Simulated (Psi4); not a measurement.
# BNH3F (SMILES NBF): a chain of runs

We compute a structure relaxation (singlet BNH3F, BLYP-D3(BJ)/6-31G*), then the energy (doublet BNH3F+, UBLYP-D3(BJ)/6-31G*), then a structure relaxation (doublet BNH3F+, UBLYP-D3(BJ)/6-31G*), then a geometry optimisation (doublet BNH3F+, UBLYP-D3(BJ)/6-31G*), then a single-point energy (singlet BNH3F, BLYP-D3(BJ)/6-31G*) of BFH3N. 

The calculation is run with Psi4 1.11.

## 1. Starting point

The species is BNH3F (6 atoms), meant as a singlet with charge 0. As SMILES, `NBF`. The shape is that of a PBE0-D4/def2-TZVP optimisation. The run starts from this shape.

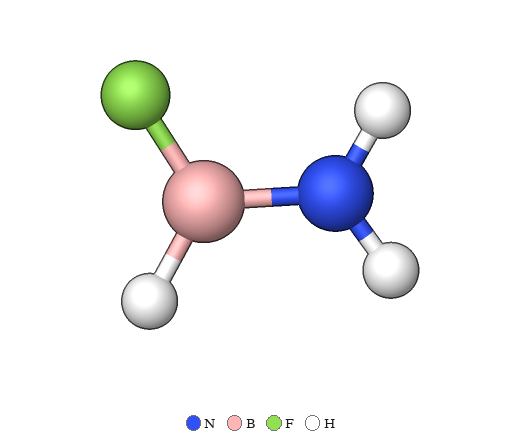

Viewed from a chosen angle; nitrogen blue, boron pink, fluorine green, hydrogen white.

## 2. A geometry optimisation at BLYP-D3(BJ)/6-31G(d) (density fitting, Cartesian functions) (run 1)

Contents of calc.in:

```
memory 1600 MB

molecule molecule1 {
  0 1
  N
  B 1 R2
  F 2 R3 1 A3
  H 1 R4 2 A4 3 D4
  H 1 R5 4 A5 2 D5
  H 2 R6 3 A6 1 D6

  R2 = 1.389461
  R3 = 1.337485
  A3 = 119.24287
  R4 = 1.0037
  A4 = 122.42334
  D4 = -179.98002
  R5 = 1.006331
  A5 = 114.64607
  D5 = -179.99153
  R6 = 1.196401
  A6 = 118.9791
  D6 = 179.9954
  symmetry c1
}

set globals {
  basis 6-31G*
}

result, w = optimize('blyp-d3bj', return_wfn=True)
print_variables()
```

Started as:

```console
$ psi4 calc.in calc.out -n 1
```

calc.out:

```text
[...]
  Running in c1 symmetry.
[...]
  Nuclear repulsion =   65.180610846743804
[...]
  Multiplicity = 1
[...]
  Nalpha       = 12
  Nbeta        = 12
[...]
    Number of basis functions: 51
[...]
   @DF-RKS iter   1:  -180.99155780729552   -1.51208e-01   1.67226e-02 DIIS/ADIIS
[...]
   @DF-RKS iter   7:  -181.29822252969731   -8.52651e-13   4.02656e-09 DIIS
[...]
    Orbital Energies [Eh]
    ---------------------
    Doubly Occupied:
       1A    -24.278301     2A    -14.025905     3A     -6.566789
       4A     -1.057961     5A     -0.776736     6A     -0.467485
       7A     -0.456471     8A     -0.404761     9A     -0.353111
      10A     -0.350927    11A     -0.275336    12A     -0.234294
[...]
  @DF-RKS Final Energy:  -181.29822252969731
   => Energetics <=
    Nuclear Repulsion Energy =             64.4064218970527520
    One-Electron Energy =                -376.6955601155581803
    Two-Electron Energy =                 153.5471811275727987
    DFT Exchange-Correlation Energy =     -22.5515247603193743
    Empirical Dispersion Energy =          -0.0047406784453267
    VV10 Nonlocal Energy =                  0.0000000000000000
    Total Energy =                       -181.2982225296973127
[...]
 Multipole Moments:
 ------------------------------------------------------------------------------------
     Multipole            Electronic (a.u.)      Nuclear  (a.u.)        Total (a.u.)
 ------------------------------------------------------------------------------------
 L = 1.  Multiply by 2.5417464519 to convert [e a0] to [Debye]
 Dipole X            :         -0.0001777            0.0001747           -0.0000030
 Dipole Y            :         -2.2696491            2.4899352            0.2202861
 Dipole Z            :          2.6015565           -3.5137643           -0.9122078
 Magnitude           :                                                    0.9384291
[...]
  -Total Gradient:
     Atom            X                  Y                   Z
    ------   -----------------  -----------------  -----------------
       1        0.000001928577    -0.000014567954     0.000043755620
       2       -0.000011732704    -0.000057612742     0.000155266858
       3        0.000004585711     0.000062358748     0.000068619631
       4        0.000001174921    -0.000049978314     0.000058603766
       5        0.000000205188    -0.000054081621     0.000088690189
       6        0.000004116236     0.000040404231     0.000017015532
[...]
```

Standard output:

```text
Optimizer: Optimization complete!
```

Run time: 23 s. Hardware: 1 thread of AMD EPYC 7R43 (Zen 3), shared host; peak memory 0.42 GiB.

Steps, from the record of the run:

```tsv
step	energy from the first frame kept (eV)	largest force (eV/Å)
0	0.0000	0.7421
1	-0.0211	0.1284
2	-0.0213	0.0413
3	-0.0213	0.0085
```

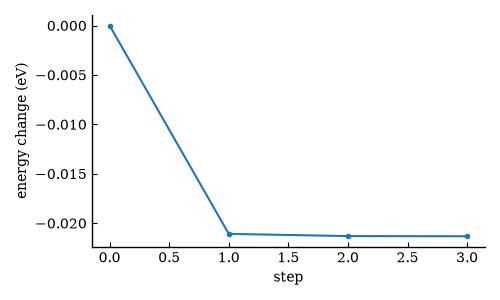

Energy along the run.

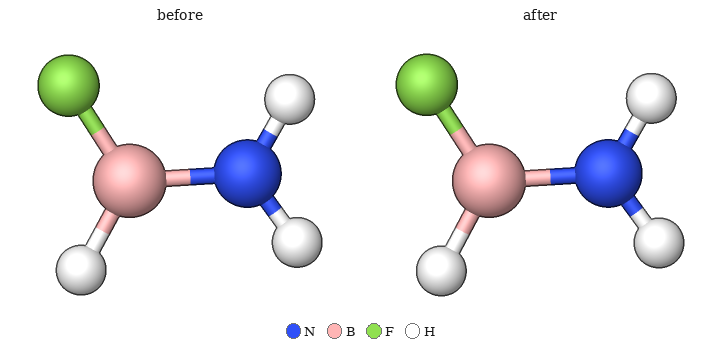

Before and after, at one scale.

After the run. Bond lengths: N1–B2 1.406 Å, B2–F3 1.353 Å, N1–H4 1.017 Å, N1–H5 1.020 Å, B2–H6 1.202 Å. Angles: N1–B2–F3 119.6°, N1–B2–H6 121.2°, F3–B2–H6 119.3°, B2–N1–H4 122.7°, B2–N1–H5 123.1°, H4–N1–H5 114.3°.

## 3. The doublet cation: the energy at UBLYP-D3(BJ)/6-31G(d) (density fitting, Cartesian functions) (run 2)

Contents of calc.inp:

```
memory 1600 mb

molecule mol {
  1 2
  N
  B 1 1.405917
  F 2 1.353278 1 119.55636
  H 1 1.016833 2 122.657 3 -179.99382
  H 1 1.019538 4 114.27757 2 -179.99649
  H 2 1.202087 3 119.26405 1 -179.99269
  units angstrom
}

set basis 6-31G*
set reference uks

E = energy("blyp-d3bj")
```

Started as:

```console
$ psi4 -i calc.inp -o calc.out -n 1
```

calc.out:

```text
[...]
  Running in c1 symmetry.
[...]
  Nuclear repulsion =   64.406413914292898
[...]
  Multiplicity = 2
[...]
  Nalpha       = 12
  Nbeta        = 11
[...]
    Number of basis functions: 51
[...]
   @DF-UKS iter   1:  -180.58086786881736    2.24434e-01   1.56220e-02 DIIS/ADIIS
[...]
   @DF-UKS iter  86:  -180.90478189754779   -6.43530e-09   4.58254e-07 DIIS
[...]
   @S^2 Observed:                7.541481876E-01
[...]
    Orbital Energies [Eh]
    ---------------------
    Alpha Occupied:
       1A    -24.588546     2A    -14.426289     3A     -6.879960
       4A     -1.356139     5A     -1.152650     6A     -0.803674
       7A     -0.798760     8A     -0.707138     9A     -0.663991
      10A     -0.639270    11A     -0.617651    12A     -0.558052
    Alpha Virtual:
      13A     -0.274838    14A     -0.212348    15A     -0.172031
      16A     -0.109050    17A     -0.057365    18A      0.016805
      19A      0.133935    20A      0.164078    21A      0.199554
      22A      0.243652    23A      0.342396    24A      0.369893
      25A      0.503926    26A      0.523502    27A      0.584790
[...]
  @DF-UKS Final Energy:  -180.90478189754779
   => Energetics <=
    Nuclear Repulsion Energy =             64.4064139142928980
    One-Electron Energy =                -369.0180870840630973
    Two-Electron Energy =                 145.9093428728625952
    DFT Exchange-Correlation Energy =     -22.1977109223512628
    Empirical Dispersion Energy =          -0.0047406782889326
    VV10 Nonlocal Energy =                  0.0000000000000000
    Total Energy =                       -180.9047818975477924
[...]
 Multipole Moments:
 ------------------------------------------------------------------------------------
     Multipole            Electronic (a.u.)      Nuclear  (a.u.)        Total (a.u.)
 ------------------------------------------------------------------------------------
 L = 1.  Multiply by 2.5417464519 to convert [e a0] to [Debye]
 Dipole X            :          0.0219950            0.0001752            0.0221702
 Dipole Y            :         -1.5842708            2.4899359            0.9056651
 Dipole Z            :          1.5827299           -3.5137660           -1.9310361
 Magnitude           :                                                    2.1329841
[...]
```

It took 40 s on 1 thread of AMD EPYC 7R43 (Zen 3), shared host; peak memory 0.38 GiB.

## 4. The doublet cation: a structure relaxation at UBLYP-D3(BJ)/6-31G(d) (density fitting, Cartesian functions) (run 3)

Contents of bfh3n.in:

```
memory 1600 MB

molecule {
  1 2
  N     -0.434874     0.100754    -0.596193
  B      0.417199    -0.155040     0.492450
  F      0.453611     0.713011     1.530006
  H     -0.499742    -0.519069    -1.399661
  H     -1.039194     0.920183    -0.649030
  H      1.115927    -1.132822     0.519539
  symmetry c1
}

set {
  reference uks
}

optimize("blyp-d3(bj)/6-31G*")
```

Started as:

```console
$ psi4 -n 1 bfh3n.in bfh3n.out
```

bfh3n.out:

```text
Psi4 1.11 release

gradient() will perform analytic gradient computation.

   => Loading Basis Set <=

    Name: 6-31G*
    Role: ORBITAL
    Keyword: BASIS

   => BLYP-D3(BJ): Empirical Dispersion <=

        s6 =       1.000000
        s8 =       2.699600
        a1 =       0.429800
        a2 =       4.235900

         ---------------------------------------------------------
                                   SCF
                              UKS Reference
                        1 Threads,   1525 MiB Core
         ---------------------------------------------------------

  ==> Geometry <==

    Molecular point group: c1
    Full point group: C1

    Geometry (in Angstrom), charge = 1, multiplicity = 2:

[... 142 lines left out ...]
                           Total Energy        Delta E     RMS |[F,P]|
[... 4 lines left out ...]
   @DF-UKS iter   3:  -180.83601700540359   -1.46540e+00   6.99549e-03 DIIS/ADIIS
[... 3 lines left out ...]
   @DF-UKS iter   7:  -180.77387876113801    1.29138e-01   7.53636e-03 DIIS/ADIIS
[... 4 lines left out ...]
   @DF-UKS iter  92:  -180.84636463035179   -7.98436e-02   6.16600e-03 DIIS/ADIIS
[... 3 lines left out ...]
   @DF-UKS iter  96:  -180.90247331297579   -6.82314e-03   1.15761e-03 DIIS/ADIIS
[... 3 lines left out ...]
   @DF-UKS iter 100:  -180.90286775421990    1.80824e-03   9.80953e-04 DIIS/ADIIS
[... 1 line left out ...]
PsiException: Could not converge SCF iterations in 100 iterations.

  Failed to converge.

psi4.driver.p4util.exceptions.SCFConvergenceError: Could not converge SCF iterations in 100 iterations.

Printing out the relevant lines from the Psithon --> Python processed input file:
      H      1.115927    -1.132822     0.519539
      symmetry c1
    """)
    core.IO.set_default_namespace("")
    core.set_global_option("REFERENCE", "uks")
--> optimize("blyp-d3(bj)/6-31G*")

!-------------------------------------------------------!
!                                                       !
!  Could not converge SCF iterations in 100 iterations. !
!                                                       !
!-------------------------------------------------------!

    Psi4 run time: 0:00:49.26
```

Wall time 52 s (1 thread of AMD EPYC 7R43 (Zen 3), shared host); peak memory 0.4 GiB.

The run stopped without converging.

## 5. The doublet cation: a structure relaxation at UBLYP-D3(BJ)/6-31G(d) (density fitting, Cartesian functions) (run 4)

bfh3n.in, as its differences from that of step 4:

```diff
@@ -14,3 +14,7 @@
 set {
-  reference uks
+  reference          uks
+  level_shift        0.3
+  level_shift_cutoff 1e-09
+  d_convergence      1e-06
+  maxiter            150
 }
```

Started as:

```console
$ psi4 -n 1 bfh3n.in bfh3n.out
```

bfh3n.out:

```text
[...]
  Running in c1 symmetry.
[...]
  Nuclear repulsion =   64.406418661317460
[...]
  Multiplicity = 2
[...]
  Nalpha       = 12
  Nbeta        = 11
[...]
    Number of basis functions: 51
[...]
   @DF-UKS iter   1:  -180.58086780067109    2.24434e-01   1.56220e-02 DIIS/ADIIS/SHIFT
[...]
   @DF-UKS iter   5:  -180.91792531461124   -6.27807e-09   6.97539e-07 DIIS/SHIFT
[...]
   @S^2 Observed:                7.530118825E-01
[...]
  @DF-UKS Final Energy:  -180.91792531461124
   => Energetics <=
    Nuclear Repulsion Energy =             63.3026053125702433
    One-Electron Energy =                -367.0038383415110275
    Two-Electron Energy =                 144.9568163909717669
    DFT Exchange-Correlation Energy =     -22.1688276782216214
    Empirical Dispersion Energy =          -0.0046809984205745
    VV10 Nonlocal Energy =                  0.0000000000000000
    Total Energy =                       -180.9179253146112387
[...]
 Multipole Moments:
 ------------------------------------------------------------------------------------
     Multipole            Electronic (a.u.)      Nuclear  (a.u.)        Total (a.u.)
 ------------------------------------------------------------------------------------
 L = 1.  Multiply by 2.5417464519 to convert [e a0] to [Debye]
 Dipole X            :          0.5776092           -1.4305497           -0.8529404
 Dipole Y            :          0.9854069           -1.4291491           -0.4437422
 Dipole Z            :          2.0357519           -3.9139261           -1.8781742
 Magnitude           :                                                    2.1099651
[...]
  -Total Gradient:
     Atom            X                  Y                   Z
    ------   -----------------  -----------------  -----------------
       1        0.000013108940    -0.000138980570     0.000032838844
       2        0.000025462557     0.000157752596    -0.000162147532
       3       -0.000124614248     0.000026536356    -0.000034775338
       4       -0.000019252882    -0.000002299586    -0.000042652007
       5       -0.000006563921     0.000007797185    -0.000046759929
       6       -0.000061581860     0.000013100927     0.000044663598
[...]
```

Standard output:

```text
Optimizer: Optimization complete!
```

Run time: 87 s. Hardware: 1 thread of AMD EPYC 7R43 (Zen 3), shared host; peak memory 0.42 GiB.

Steps, from the record of the run:

```tsv
step	energy from the first frame kept (eV)	largest force (eV/Å)
0	0.0000	5.1981
1	-0.2895	2.1921
2	-0.3545	0.5884
3	-0.3628	0.2131
4	-0.3639	0.0778
5	-0.3641	0.0277
6	-0.3641	0.0117
```

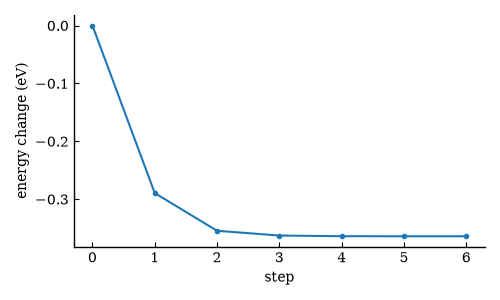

Energy along the run.

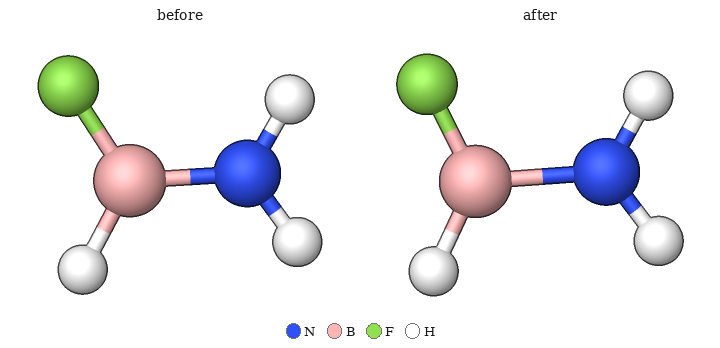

Before and after, at one scale.

After the run. Bond lengths: N1–B2 1.566 Å, B2–F3 1.302 Å, N1–H4 1.038 Å, N1–H5 1.040 Å, B2–H6 1.185 Å. Angles: N1–B2–F3 112.5°, N1–B2–H6 118.9°, F3–B2–H6 128.6°, B2–N1–H4 123.1°, B2–N1–H5 122.8°, H4–N1–H5 114.1°.

## 6. The energy at BLYP-D3(BJ)/6-31G(d) (density fitting, Cartesian functions) (run 5)

Contents of input.dat:

```
memory 1.6 GB

molecule m {
  0 1
  N     -0.460701     0.110915    -0.625730
  B      0.493940    -0.188534     0.578350
  F      0.429814     0.724718     1.503959
  H     -0.539445    -0.509432    -1.454677
  H     -1.072887     0.950999    -0.663456
  H      1.158467    -1.169275     0.552020
  units angstrom
  symmetry c1
}

set basis 6-31G*

E, wfn = energy("blyp-d3bj", return_wfn=True)
```

Started as:

```console
$ psi4 -n 1 input.dat output.dat
```

output.dat:

```text
[...]
  Running in c1 symmetry.
[...]
  Nuclear repulsion =   63.302614637943442
[...]
  Multiplicity = 1
[...]
  Nalpha       = 12
  Nbeta        = 12
[...]
    Number of basis functions: 51
[...]
   @DF-RKS iter   1:  -180.98432952147695   -2.61914e-01   1.63618e-02 ADIIS/DIIS
[...]
   @DF-RKS iter   9:  -181.28027487600755   -1.21936e-08   5.05288e-07 DIIS
[...]
    Orbital Energies [Eh]
    ---------------------
    Doubly Occupied:
       1A    -24.300754     2A    -14.016078     3A     -6.587338
       4A     -1.091487     5A     -0.737851     6A     -0.472373
       7A     -0.430910     8A     -0.397705     9A     -0.376200
      10A     -0.371438    11A     -0.285281    12A     -0.204042
[...]
  @DF-RKS Final Energy:  -181.28027487600755
   => Energetics <=
    Nuclear Repulsion Energy =             63.3026146379434422
    One-Electron Energy =                -374.4426903169280081
    Two-Electron Energy =                 152.3613314243444847
    DFT Exchange-Correlation Energy =     -22.4968496226865398
    Empirical Dispersion Energy =          -0.0046809986809412
    VV10 Nonlocal Energy =                  0.0000000000000000
    Total Energy =                       -181.2802748760075531
[...]
 Multipole Moments:
 ------------------------------------------------------------------------------------
     Multipole            Electronic (a.u.)      Nuclear  (a.u.)        Total (a.u.)
 ------------------------------------------------------------------------------------
 L = 1.  Multiply by 2.5417464519 to convert [e a0] to [Debye]
 Dipole X            :          1.1582478           -1.4305504           -0.2723026
 Dipole Y            :          1.3791253           -1.4291480           -0.0500227
 Dipole Z            :          3.4175691           -3.9139250           -0.4963559
 Magnitude           :                                                    0.5683486
[...]
```

It took 11 s on 1 thread of AMD EPYC 7R43 (Zen 3), shared host; peak memory 0.39 GiB.

## 7. Outcome

```
                                                               quantity                      value
                     run 1, BLYP-D3(BJ)/6-31G*: total energy at the end              -181.29822 Eh
                               run 1, BLYP-D3(BJ)/6-31G*: dipole moment                     2.39 D
                                 run 1, BLYP-D3(BJ)/6-31G*: HOMO energy                   -6.38 eV
                                 run 1, BLYP-D3(BJ)/6-31G*: LUMO energy                    0.69 eV
                               run 1, BLYP-D3(BJ)/6-31G*: HOMO–LUMO gap                    7.06 eV
                           run 1, BLYP-D3(BJ)/6-31G*: dispersion energy              -12.45 kJ/mol
                                    doublet cation, run 2: total energy              -180.90478 Eh
              doublet cation, run 2: HOMO energy (highest over α and β)                  -15.01 eV
               doublet cation, run 2: LUMO energy (lowest over α and β)                  -14.92 eV
                               doublet cation, run 2: dispersion energy              -12.45 kJ/mol
                                            doublet cation, run 2: ⟨S²⟩                      0.754
                         doublet cation, run 4: total energy at the end              -180.91793 Eh
              doublet cation, run 4: HOMO energy (highest over α and β)                  -15.13 eV
                               doublet cation, run 4: dispersion energy              -12.29 kJ/mol
                                            doublet cation, run 4: ⟨S²⟩                      0.753
                                run 5, BLYP-D3(BJ)/6-31G*: total energy              -181.28027 Eh
                               run 5, BLYP-D3(BJ)/6-31G*: dipole moment                     1.44 D
                                 run 5, BLYP-D3(BJ)/6-31G*: HOMO energy                   -5.55 eV
                                 run 5, BLYP-D3(BJ)/6-31G*: LUMO energy                    0.17 eV
                               run 5, BLYP-D3(BJ)/6-31G*: HOMO–LUMO gap                    5.73 eV
                           run 5, BLYP-D3(BJ)/6-31G*: dispersion energy              -12.29 kJ/mol
                                                  doublet cation, run 3  no result (not converged)
adiabatic ionisation energy (to the doublet cation, no zero-point term)                  10.348 eV
```

**Reading.** The adiabatic ionisation energy (to the doublet cation, no zero-point term) is 10.35 eV (998 kJ/mol). The optimisation (run 1, BLYP-D3(BJ)/6-31G*) took 4 steps and changed the energy by -0.021 eV. The optimisation (doublet cation, run 4) took 7 steps and changed the energy by -0.364 eV. 1 of the 5 runs did not end normally.
